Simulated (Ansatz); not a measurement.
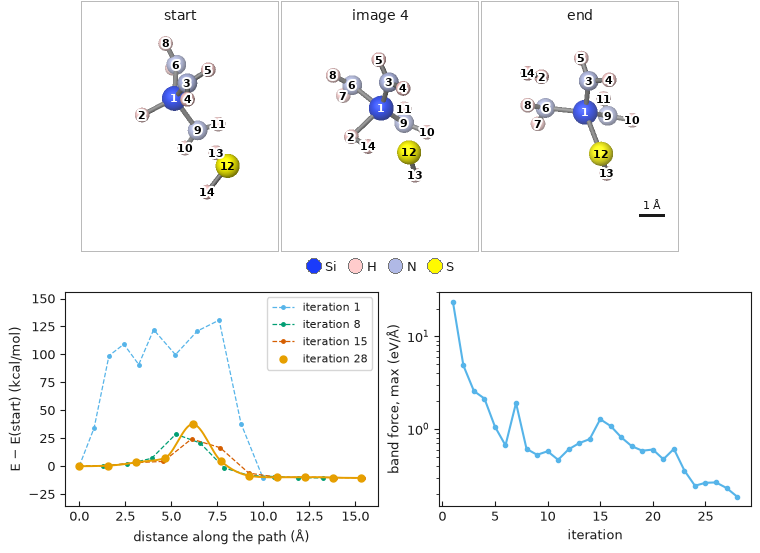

NEB run on SiN3H9S. Images are numbered from 0 (start) to 10 (end). The plot follows the band through its iterations. Style: ball-and-stick. Shown from a free direction.

Computed with Ansatz 0.2.0, RKS PBE/6-31G*. Set-up: 9 movable images; climbing image; force threshold 0.2 eV/Å; iteration limit 60; starting path through a guess of the saddle point.

Judge this run.

Answer. The run met only a loose threshold, so the barrier can't be trusted yet. The band converged in 28 iterations. The largest component of the band force went from 24 to 0.19 eV/Å. The climbing image converged on the top of the path. Its curvatures weren't checked. The force threshold is so loose that the height of the top is at best an upper bound. The first iteration put the highest image at 130.6 kcal/mol. The energy climbs by 37.6 kcal/mol to image 4 and then falls by 48.1 kcal/mol, so the end point sits at −10.5 kcal/mol.

Cost: 10 min on 2 threads of Arm Neoverse V1, with other jobs on the host, peak memory 0.16 GiB.
